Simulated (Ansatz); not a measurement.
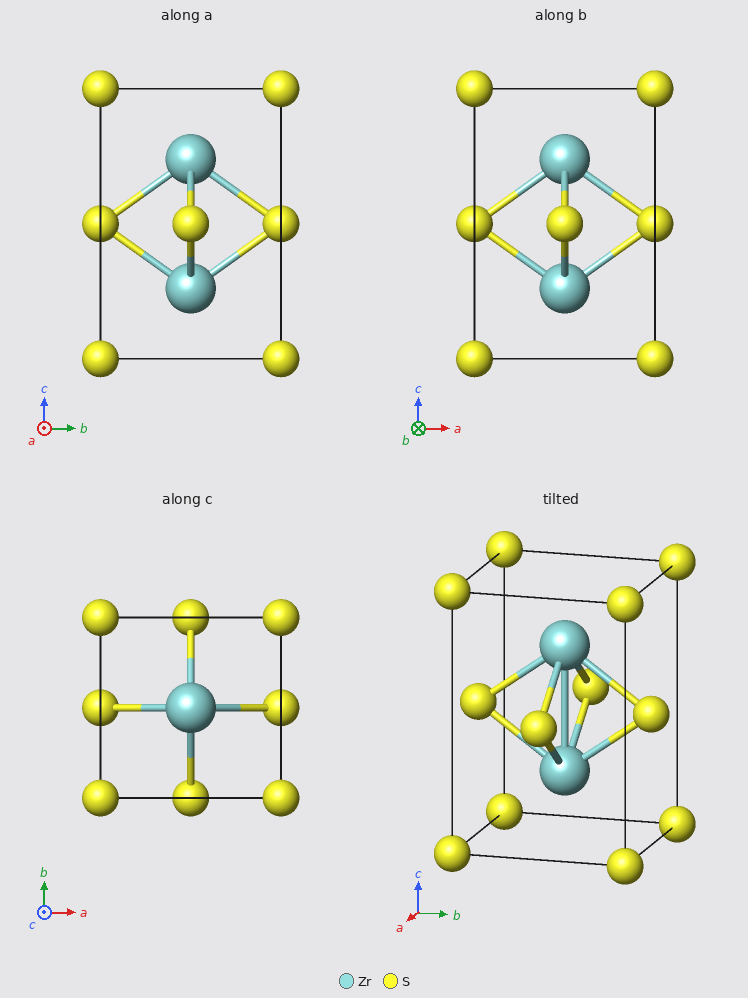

Structure drawing (ball-and-stick), viewed along the a axis, along the b axis, along the c axis and slightly off an axis. The edges of the conventional unit cell are marked.

Lattice parameters: a = 4.115 Å, b = 4.115 Å, c = 6.158 Å, α = 90.00°, β = 90.00°, γ = 90.00°. Put a along x and b in the xy plane.

### Write down what is shown as a POSCAR file, with free fractional coordinates to two decimals.

```
Zr S
1.0
     4.115    0.000    0.000
     0.000    4.115    0.000
     0.000    0.000    6.158
Zr S
2 3
Direct
  0.50 0.50 0.74
  0.50 0.50 0.26
  0.00 0.50 0.50
  0.50 0.00 0.50
  0.00 0.00 0.00
```

Its origin is a random cell made by a generator, so it need not be a real form of the compound. The structure drawn was relaxed with Ansatz, DFT PBE, scalar-relativistic, plane waves, PAW.
